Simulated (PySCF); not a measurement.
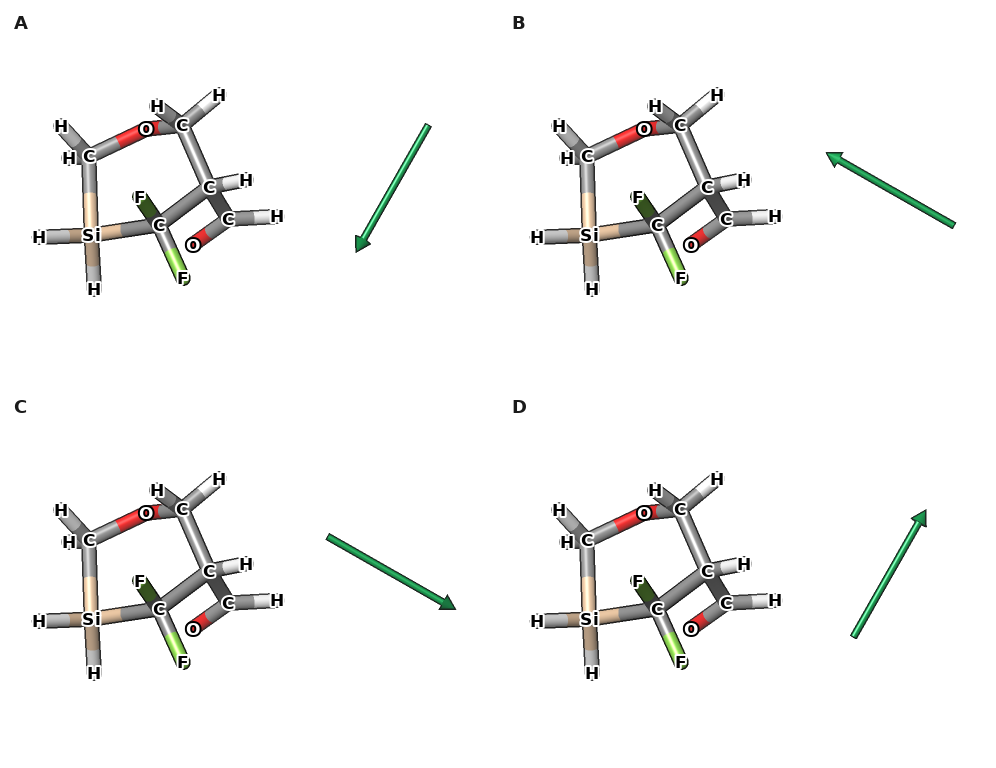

The same molecule four times, each with an arrow. Computed geometry: GFN2-xTB optimisation. No frequency run is at hand to confirm it as a minimum. Method: PBE0/pcSseg-1, gas phase (PySCF 2.14.0).

### Which arrow points along the dipole moment, from the negative to the positive end?

D. The dipole moment is 2.21 D.

The geometry is semi-empirical. Around Si such bond lengths and angles can be off by a tenth of an ångström or more and by several degrees, and values that hang on the shape move with them.
